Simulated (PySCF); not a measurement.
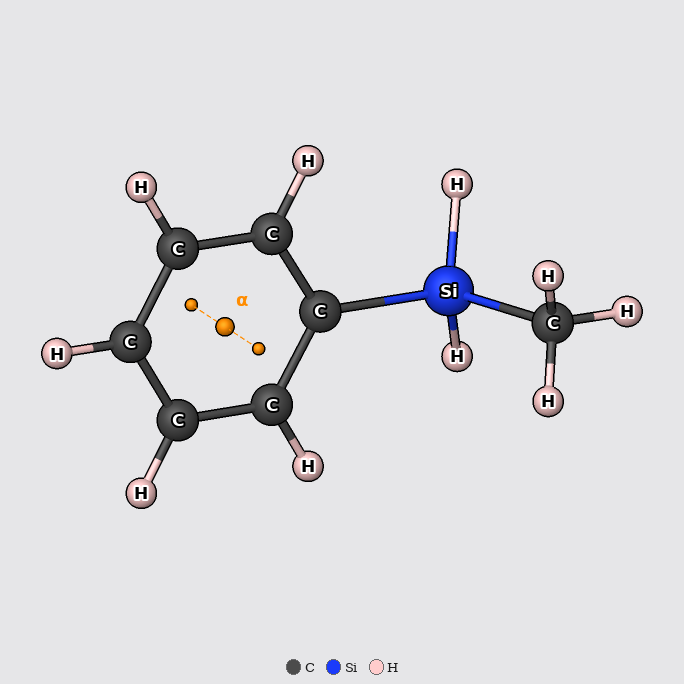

The small points mark where nucleus-independent chemical shifts (NICS) were computed: at the centre of each lettered ring and 1 Å above and below it. The computed structure is the end point of a GFN2-xTB optimisation. No frequency run is at hand to confirm it as a minimum. Level of theory: GIAO PBE0/pcSseg-1 NMR shielding, non-relativistic, gas phase (PySCF 2.14.0).

Give NICS(0), NICS(1) and the out-of-plane component NICS(1)zz for each ring (means of the two sides).

| ring | members | NICS(0) | NICS(1) | NICS(1)zz |
| --- | --- | --- | --- | --- |
| α | C6 | −8.0 | −11.4 | −29.0 |

Values in ppm.

Question. What do the values say about the ring currents?

Answer. Ring α: diatropic, as in an aromatic ring. NICS is one index among several.

The geometry is semi-empirical. Around Si such bond lengths and angles can be off by a tenth of an ångström or more and by several degrees, and values that hang on the shape move with them.
